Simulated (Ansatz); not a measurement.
Starting cell, Bi2Se3 (Bi2Te3 type, space group R-3m):

```
CELL_PARAMETERS angstrom
      2.04075     1.17823     9.22135
     -2.04075     1.17823     9.22135
      0.00000    -2.35646     9.22135
ATOMIC_POSITIONS crystal
  Bi 0.40186 0.40186 0.40186
  Bi 0.59814 0.59814 0.59814
  Se 0.00000 0.00000 0.00000
  Se 0.20781 0.20781 0.20781
  Se 0.79219 0.79219 0.79219
```

In each cell atom 1 (Bi, nearest neighbour Se at 2.835 Å; its periodic images, 4.1 Å or more away, move with it) moves by s·(0.577, 0.577, 0.577) (along Cartesian [111]), the rest being held.

These are PBEsol-D3(BJ) (plane waves to 420 eV, PAW, scalar-relativistic; Ansatz, a quantum-chemistry and plane-wave program) values and carry that method's errors. k mesh 8×8×8 (Γ-centred), Fermi-Dirac smearing 0.05 eV. Energies are smeared free energies. With partly filled bands, energies and forces of such displacements shift with the k mesh and the smearing. At this level the bands of Bi2Se3 touch or barely overlap; measurements give the solid a gap. Bi2Se3 was relaxed with its symmetry unable to fall. Spin-orbit coupling is left out, though Bi is heavy. The PAW data are Ansatz's earlier set. ΔE is measured from the undisplaced structure.

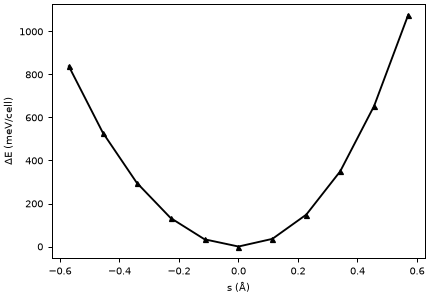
Fig. 1. ΔE (meV/cell) against s (Å); computed points joined by lines.

Problem. Is the energy the same for displacements of ±0.570 Å, and if not, which side lies higher?

Solution. Not even: the positive side lies higher at ±0.570 Å.

Problem. What is the energy change at s = 0.570 Å?

Solution. About 1100 meV/cell.

(A displaced cell: forces are minus the slopes of the energy, force constants its curvatures, and phonons follow from these.)
